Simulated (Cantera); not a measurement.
A closed system holds: 1 mol TiO2, 7.8 mol C, a varied amount of H2, held at 1375 K and 0.133 bar.

Cantera equilibrium calculation (NASA polynomials, part measured and part estimated; ideal gas, pure solids and liquids). Candidate condensed phases: C, C6H6, C7H8, C8H18, H2O, Ti, TiC, TiO, TiO2, Ti2O3, Ti3O5, Ti4O7; 113 gas species. Mutual solubility and eutectic melting of coexisting phases are not modelled. TiC: taken at fixed stoichiometry. Equilibrium is a limit: real reactors are often held back by kinetics, nucleation or transport.

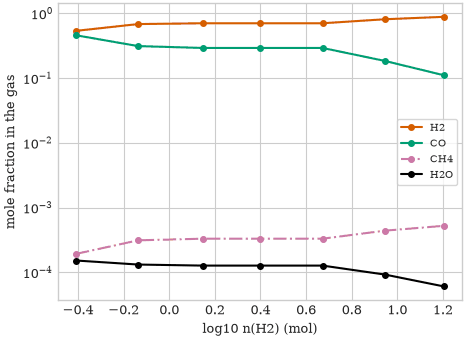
Fig. 1. Equilibrium gas composition (values under 1e-9 drawn at 1e-9)

From 0.39 mol H2 to 0.73 mol H2 the condensed part is C(graphite) + Ti3O5(s). From 1.4 mol H2 to 4.7 mol H2 the condensed part is C(graphite) + TiC(s) + Ti3O5(s). From 8.8 mol H2 to 16 mol H2 the condensed part is C(graphite) + TiC(s).
